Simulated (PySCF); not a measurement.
# Boranamine (BNH₄): NMR shifts, electronic excitations and K edges in gas and solvents, part 2 of 2

PySCF 2.14.0. Atoms count from 0. Earlier steps stand in the parts before.

## 6. Excited states and response: CAM-B3LYP/def2-SVPD in benzene

What the job is given:

```
{"job": {"kind": "uv", "xc": "CAM-B3LYP", "basis": "def2-SVPD", "solvent": "benzene", "nstates": 6, "ntriplets": 0}, "charge": 0, "multiplicity": 1}
B     -0.581268    -0.028561    -0.170503
N      0.804794    -0.069356    -0.124616
H     -1.201453    -1.067639    -0.177415
H     -1.137548     1.045686    -0.202559
H      1.384025     0.760360    -0.117056
H      1.333475    -0.931607    -0.097016
```

Method: TDDFT CAM-B3LYP/def2-SVPD, vertical, IEF-PCM benzene (non-equilibrium linear response), core orbitals frozen in the response.

The program printed:

```text
coarse grid: 4632 points
cycle   1  E = -81.9105118341  dE = -3.536e-02  |g| = 2.765e-01  |ddm| = 2.750e+00
cycle   2  E = -81.9146129459  dE = -4.101e-03  |g| = 2.722e-01  |ddm| = 4.845e-01
cycle   3  E = -81.9298421070  dE = -1.523e-02  |g| = 3.440e-02  |ddm| = 2.146e-01
cycle   4  E = -81.9301307332  dE = -2.886e-04  |g| = 1.010e-02  |ddm| = 3.959e-02
cycle   5  E = -81.9301597780  dE = -2.904e-05  |g| = 1.131e-03  |ddm| = 1.819e-02
cycle   6  E = -81.9301602698  dE = -4.919e-07  |g| = 1.612e-04  |ddm| = 2.055e-03
final grid: 43688 points
cycle   7  E = -81.9410726244  dE = -9.356e-06  |g| = 2.668e-03  |ddm| = 1.683e-02
cycle   8  E = -81.9410720670  dE =  5.574e-07  |g| = 3.242e-03  |ddm| = 4.885e-03
cycle   9  E = -81.9410742298  dE = -2.163e-06  |g| = 6.819e-05  |ddm| = 2.206e-03
cycle  10  E = -81.9410742334  dE = -3.608e-09  |g| = 1.208e-05  |ddm| = 2.997e-04
cycle  11  E = -81.9410742335  dE = -9.202e-11  |g| = 3.228e-06  |ddm| = 3.324e-05
converged SCF energy = -81.9410742335

Static polarisability (au): isotropic 29.175, principal 23.289 29.303 34.934

Singlet excitations
state   eV       nm        f      main configurations
  1   7.2000    172.2   0.00000   H-1->L+1 0.99
  2   7.8256    158.4   0.06975   H->L 0.89, H->L+2 0.09
  3   8.0964    153.1   0.29017   H->L+1 0.96
  4   8.5582    144.9   0.05565   H-1->L 0.97
  5   9.3793    132.2   0.00000   H->L+3 0.97
  6   9.4065    131.8   0.06009   H-2->L+1 0.89
```

It took 1.3 s on 1 thread of AMD EPYC 9R14, shared host; peak memory 0.35 GiB.

This run: HOMO -10.11 eV, LUMO 1.23 eV; lowest singlet 7.20 eV.

## 7. Ultraviolet spectrum: CAM-B3LYP/def2-SVPD in tetrahydrofuran

What the job is given:

```
{"job": {"kind": "uv", "xc": "CAM-B3LYP", "basis": "def2-SVPD", "solvent": "tetrahydrofuran", "nstates": 6, "ntriplets": 0}, "charge": 0, "multiplicity": 1}
B     -0.581268    -0.028561    -0.170503
N      0.804794    -0.069356    -0.124616
H     -1.201453    -1.067639    -0.177415
H     -1.137548     1.045686    -0.202559
H      1.384025     0.760360    -0.117056
H      1.333475    -0.931607    -0.097016
```

Method: TDDFT CAM-B3LYP/def2-SVPD, vertical, IEF-PCM tetrahydrofuran (non-equilibrium linear response), core orbitals frozen in the response.

The program printed:

```text
coarse grid: 4632 points
cycle   1  E = -81.9126678153  dE = -3.744e-02  |g| = 2.740e-01  |ddm| = 2.752e+00
cycle   2  E = -81.9164299207  dE = -3.762e-03  |g| = 2.719e-01  |ddm| = 4.978e-01
cycle   3  E = -81.9316360326  dE = -1.521e-02  |g| = 3.303e-02  |ddm| = 2.165e-01
cycle   4  E = -81.9319063521  dE = -2.703e-04  |g| = 9.727e-03  |ddm| = 3.884e-02
cycle   5  E = -81.9319335645  dE = -2.721e-05  |g| = 1.098e-03  |ddm| = 1.778e-02
cycle   6  E = -81.9319340473  dE = -4.827e-07  |g| = 1.818e-04  |ddm| = 2.115e-03
final grid: 43688 points
cycle   7  E = -81.9428378008  dE = -9.357e-06  |g| = 2.649e-03  |ddm| = 1.681e-02
cycle   8  E = -81.9428372726  dE =  5.282e-07  |g| = 3.207e-03  |ddm| = 5.028e-03
cycle   9  E = -81.9428393842  dE = -2.112e-06  |g| = 6.970e-05  |ddm| = 2.199e-03
cycle  10  E = -81.9428393881  dE = -3.835e-09  |g| = 1.218e-05  |ddm| = 3.267e-04
cycle  11  E = -81.9428393882  dE = -1.059e-10  |g| = 2.802e-06  |ddm| = 3.297e-05
converged SCF energy = -81.9428393882

Static polarisability (au): isotropic 31.911, principal 25.494 32.037 38.203

Singlet excitations
state   eV       nm        f      main configurations
  1   7.2148    171.8   0.00000   H-1->L+1 0.99
  2   7.8996    156.9   0.07369   H->L 0.87, H->L+2 0.11
  3   8.0586    153.9   0.28027   H->L+1 0.96
  4   8.6383    143.5   0.06588   H-1->L 0.97
  5   9.3911    132.0   0.05245   H-2->L+1 0.84, H->L+2 0.10
  6   9.5031    130.5   0.00000   H->L+3 0.97
```

It took 1.4 s on 1 thread of AMD EPYC 9R14, shared host; peak memory 0.35 GiB.

Key values: HOMO -10.06 eV, LUMO 1.29 eV; lowest singlet 7.21 eV.

## 8. Core excitations: BHandHLYP/aug-pcX-1+pcseg-1

What the job is given:

```
{"job": {"kind": "xas", "xc": "BHandHLYP", "basis": {"default": "aug-pcX-1", "H": "pcseg-1"}}, "charge": 0, "multiplicity": 1}
B     -0.581268    -0.028561    -0.170503
N      0.804794    -0.069356    -0.124616
H     -1.201453    -1.067639    -0.177415
H     -1.137548     1.045686    -0.202559
H      1.384025     0.760360    -0.117056
H      1.333475    -0.931607    -0.097016
```

Level: core-valence-separated TDA BHandHLYP/aug-pcX-1 H:pcseg-1, K edges, non-relativistic, gas phase.

The program printed:

```text
coarse grid: 4632 points
cycle   1  E = -81.9507610724  dE = -3.359e-02  |g| = 2.627e-01  |ddm| = 1.918e+00
cycle   2  E = -81.9594731095  dE = -8.712e-03  |g| = 2.153e-01  |ddm| = 2.928e-01
cycle   3  E = -81.9684845515  dE = -9.011e-03  |g| = 3.929e-02  |ddm| = 1.333e-01
cycle   4  E = -81.9688021856  dE = -3.176e-04  |g| = 1.186e-02  |ddm| = 3.643e-02
cycle   5  E = -81.9688381997  dE = -3.601e-05  |g| = 8.617e-04  |ddm| = 8.909e-03
cycle   6  E = -81.9688384907  dE = -2.910e-07  |g| = 1.261e-04  |ddm| = 1.522e-03
final grid: 43688 points
cycle   7  E = -81.9817081941  dE = -2.127e-05  |g| = 2.342e-03  |ddm| = 8.174e-03
cycle   8  E = -81.9817080273  dE =  1.668e-07  |g| = 2.545e-03  |ddm| = 2.480e-03
cycle   9  E = -81.9817092800  dE = -1.253e-06  |g| = 8.819e-05  |ddm| = 1.324e-03
cycle  10  E = -81.9817092840  dE = -3.962e-09  |g| = 1.937e-05  |ddm| = 1.423e-04
cycle  11  E = -81.9817092842  dE = -2.343e-10  |g| = 7.381e-06  |ddm| = 3.602e-05
converged SCF energy = -81.9817092842

B K edge
   eV          f      from atoms
  186.812   0.07963   B0
  190.133   0.00559   B0
  190.815   0.02019   B0
  191.042   0.00296   B0
  191.434   0.00796   B0
  192.364   0.00204   B0
  192.868   0.00030   B0
  192.883   0.00311   B0

N K edge
   eV          f      from atoms
  398.660   0.03058   N1
  399.449   0.00953   N1
  400.377   0.03164   N1
  402.073   0.00215   N1
  402.114   0.00007   N1
  402.638   0.00642   N1
  402.660   0.00673   N1
  403.081   0.00634   N1
```

Wall time 0.98 s (1 thread of AMD EPYC 9R14, shared host); peak memory 0.35 GiB.

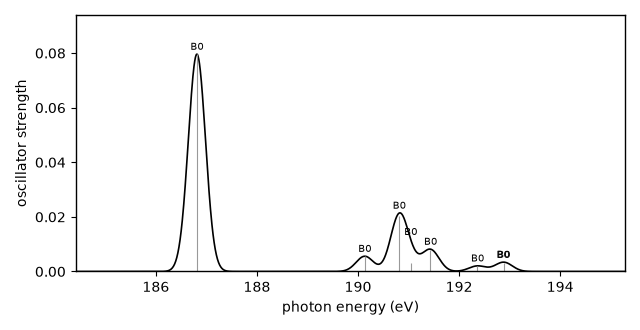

The B K edge. Lines are broadened to a width of 0.40 eV (Gaussian).

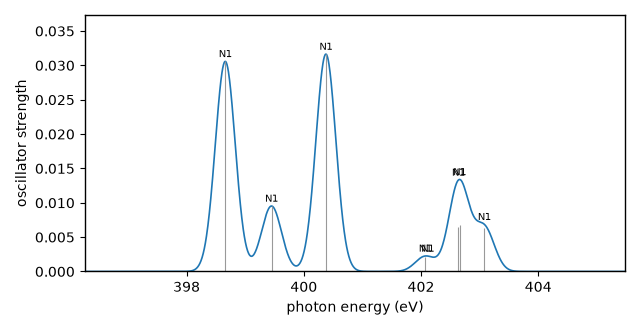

The N K edge. Lines are broadened to a width of 0.40 eV (Gaussian).

## 9. Side by side: NMR shifts

Shifts (ppm), means over like atoms, with basis size and wall time:

```tsv
run	H4	H2	B0	N1	functions	time
PBE0/pcSseg-1 in benzene	4.79	4.71	37.7	129.0	54	1.6 s
PBE0/pcSseg-1 in tetrahydrofuran	5.06	4.63	37.3	133.2	54	0.89 s
```

The continuum's effect on the ground state:

```tsv
solvent	ε	polarisation energy (Eh)	μ (D)
benzene	2.27	-0.0025	2.31
tetrahydrofuran	7.43	-0.0047	2.50
```

## 10. Side by side: electronic excitations

Excitations and ground-state properties, with basis size and wall time:

```tsv
run	lowest singlet (eV)	brightest (eV)	f	gap (eV)	α (Å³)	μ (D)	functions	time
CAM-B3LYP/def2-SVPD	7.22	8.33	0.228	11.32	3.89	1.93	72	1.6 s
CAM-B3LYP/def2-SVPD in benzene	7.20	8.10	0.290	11.35	4.32	2.16	72	1.3 s
CAM-B3LYP/def2-SVPD in tetrahydrofuran	7.21	8.06	0.280	11.34	4.73	2.36	72	1.4 s
```

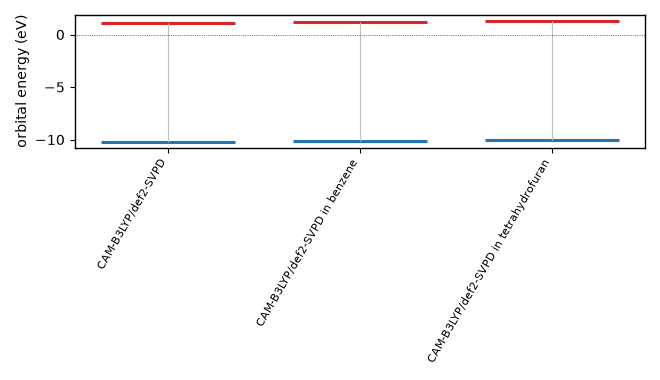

HOMO (blue) and LUMO (red) run by run.

The continuum's effect on the ground state:

```tsv
solvent	ε	polarisation energy (Eh)	μ (D)
benzene	2.27	-0.0023	2.16
tetrahydrofuran	7.43	-0.0045	2.36
```

## 11. What came out

This closing draws on all 2 parts.

| quantity | value |
| --- | --- |
| point group | C2v |
| rotational constants (main isotopes) | 136.70, 27.54, 22.92 GHz |
| 1H shifts against TMS (PBE0/pcSseg-1, benzene, means over atoms taken as alike) | 4.79, 4.71 ppm |
| 11B shifts against BF3·OEt2 (PBE0/pcSseg-1, benzene) | 37.7 ppm |
| 15N shifts against NH3 (PBE0/pcSseg-1, benzene) | 129.0 ppm |
| lowest singlet (CAM-B3LYP/def2-SVPD) | 7.22 eV (172 nm), f = 0.000 |
| brightest single state of those computed | state 3, 8.33 eV, f = 0.228 |
| B K edge | first line 186.81 eV, strongest 186.81 eV (f = 0.080) |
| N K edge | first line 398.66 eV, strongest 400.38 eV (f = 0.032) |
| range of the shift of N1 | 129.0 to 133.2 ppm |
| range of the lowest singlet | 7.20 to 7.22 eV |

The optimisation took 3 steps and gained 0.068 eV; among the close pairs (by a distance rule), B0–H2 changed most, from 1.173 to 1.210 Å. At PBE0/pcSseg-1: The widest tensor belongs to N1: span 204 ppm, with a paramagnetic part of -180 ppm. The first singlet state (HOMO−1→LUMO+1 0.99) lies at 7.22 eV and is dark; of the 6 states computed, the strongest absorption comes from state 3 at 8.33 eV. The dipole moment, 1.93 D, compares with 1.84 D measured. At the B edge the strongest single line lifts a 1s electron of B0 into several orbitals, led by LUMO+1 (weight 0.51), and it is the first line. At the N edge the strongest single line lifts a 1s electron of N1 into several orbitals, led by LUMO+2 (weight 0.44), 1.7 eV above the first line. Absolute edge energies from this method are off by several eV; spacings are better. In ppm, N1 moves most: its shift spreads over 4.1 ppm, from 129.0 (PBE0/pcSseg-1 in benzene) to 133.2 (PBE0/pcSseg-1 in tetrahydrofuran). The continuum holds electrostatics alone: no hydrogen bonds to the solvent, and the gas-phase geometry is kept. The lowest singlet runs from 7.20 eV (CAM-B3LYP/def2-SVPD in benzene) to 7.22 eV (CAM-B3LYP/def2-SVPD), while the orbital gap spans 11.32 to 11.35 eV. The lowest state need not be the same one in every run.
